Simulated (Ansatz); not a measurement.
The relaxed structure here is a generated cell of ZrC: the first start was made by placing the elements on the sites of a structure type, and the end was not matched to a known phase here, so it may be hypothetical. Known forms of ZrC include space group No. 225.

One stationary structure of ZrC. These are PBEsol (plane waves to 420 eV, PAW, scalar-relativistic; Ansatz, a quantum-chemistry and plane-wave program) values and carry that method's errors.

F-43m (No. 216), cF8, zinc blende type; a = b = c = 5.045 Å, α = β = γ = 90.00°.

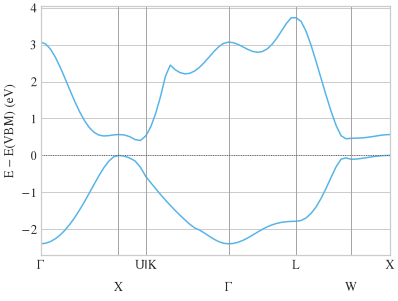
Fig. 1. Highest filled and lowest empty band along the path of this cell's Brillouin zone

Q: Read off the gap and say whether it is direct.

A: 0.40 eV, indirect (valence top at X, conduction bottom at 80 % of the way from X to U) (no spin-orbit coupling).

Q: How far does the top valence band disperse along this path?

A: About 2.4 eV.

No spin polarisation in the result.

The run could not lose the symmetry of its start, so the end can be a saddle point.
